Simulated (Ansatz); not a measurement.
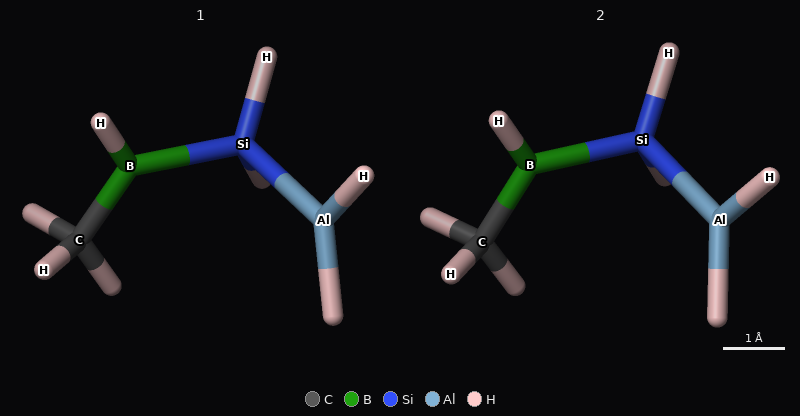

Two geometries of CH8AlBSi, drawn at one scale. One is the start of a relaxation, the other its converged end. A stick model, seen at a tilt.

All numbers below come from RKS PBE0-D4/def2-TZVP in Ansatz. Settings: force threshold 0.005 eV/Å; at most 150 steps.

Question: Which one is relaxed?

Answer: Structure 1 is the relaxed one. The start comes from PBE-D4/def2-SVP. An H atom moves most after the best rigid fit: 0.27 Å. Largest moves by element: H 0.27 Å, Si 0.07 Å, Al 0.06 Å, C 0.05 Å, B 0.03 Å. Near-neighbour distances that change, for instance: B–H 1.222 → 1.202 Å, C–H 1.112 → 1.094 Å, Al–H 1.606 → 1.589 Å, H–Si 1.508 → 1.491 Å. Bond angles that change, for instance: B–Si–Al 99.5° → 101.8°, B–Si–H 117.3° → 115.0°, Al–Si–H 105.3° → 107.4°. After 19 geometry steps the energy has fallen by 3.15 kJ/mol. Largest force component: 0.54 eV/Å at the start, 0.0029 eV/Å at the end. The run took roughly 120 core-seconds on a shared host.
